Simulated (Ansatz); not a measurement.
AlBClH2O (SMILES [B][O][AlH2-][Cl]) (charge −1)

```xyz
6

Al   -1.6635   -0.3787   -1.2370
B    -2.0027    0.7614    1.6123
Cl   -0.1866    0.9250   -2.2539
O    -1.8502    0.3145    0.4505
H    -1.0551   -1.8570   -1.0832
H    -3.0867   -0.2467   -1.9694
```

Geometry: PBE0-D3(BJ)/def2-SVPD.

The calculation used isolated molecule in a Gaussian basis; Kohn-Sham density functional theory, functional PBE0 (Ansatz).

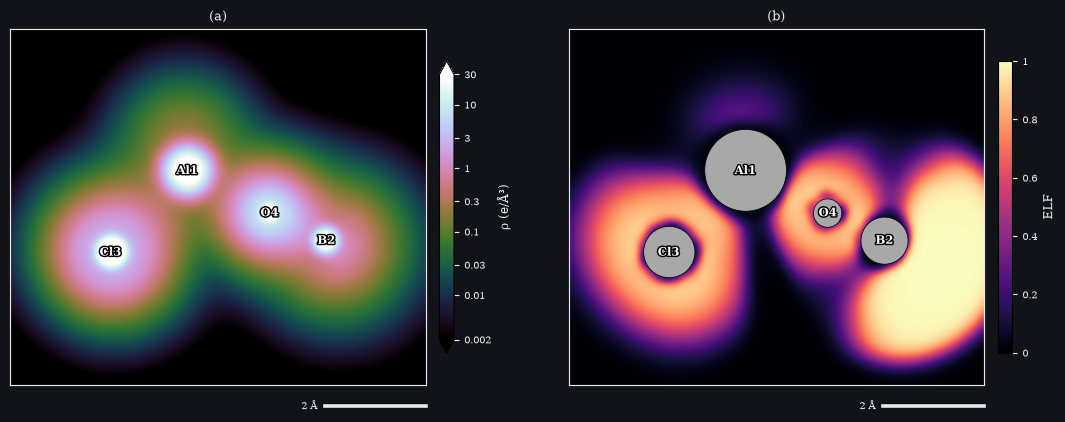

Figure 1. (a) total electron density; (b) ELF on the plane of atoms Cl3, Al1 and O4. Grey discs cover the atomic cores in the ELF map.

Q: Read the bonding off the picture.

A:
- The section cuts through Al, B, Cl and O sites.
- B–O (1.25 Å): ρ is about 2.7 e/Å³ halfway; the ELF peaks at about 0.85 between the atoms; a short, strongly polar bond.
- Al–O (1.83 Å): ρ at the midpoint is about 0.62 e/Å³; the ELF peaks at about 0.90 in the valence shell of O, 0.6 Å from its nucleus, and is about 0.50 at the midpoint.
- Al–Cl (2.22 Å): ρ is about 0.59 e/Å³ halfway; the ELF peaks at about 0.85 in the valence shell of Cl, 0.9 Å from its nucleus, and is about 0.80 at the midpoint.
- The ELF also peaks beside Cl3, away from the bonds: lone-pair regions.

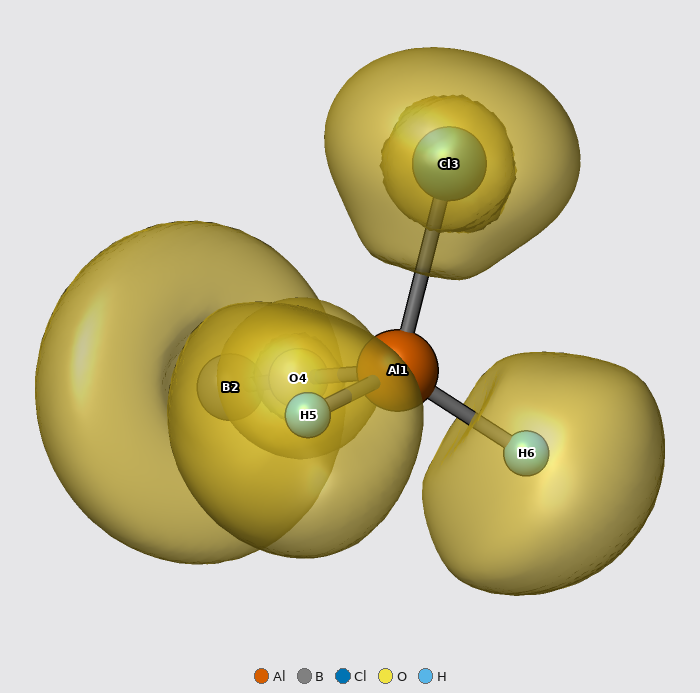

Figure 2. Isosurface of the electron localisation function at 0.75 (yellow), seen at an oblique angle. Only the valence region is drawn (cores and ρ < 0.01 e/Å³ removed).

Q: What do the ELF domains correspond to?

A: At this value the surface marks out two regions around hydrogen nuclei, one region on Cl in which the atom's valence shell and bonds are merged, one region on O in which the atom's valence shell and bonds are merged and one lobe on B, pointing away from the bonds (lone pairs).

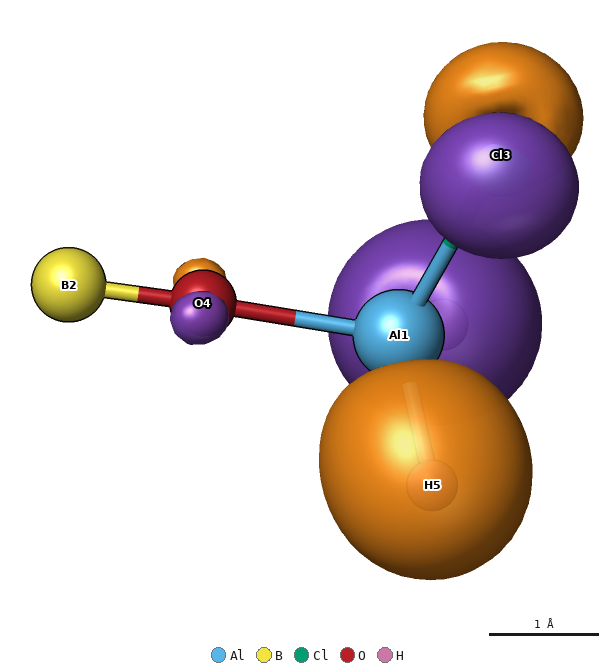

Figure 3. The HOMO−1 at ±0.15 Å⁻³ᐟ² (orange and purple are the two phases), seen at a tilt.

Q: What is the character of this orbital?

A: It lies mainly on H6 (about 25 %), H5 (about 25 %), Al1 (about 25 %) and Cl3 (about 20 %). Its energy is −3.51 eV.
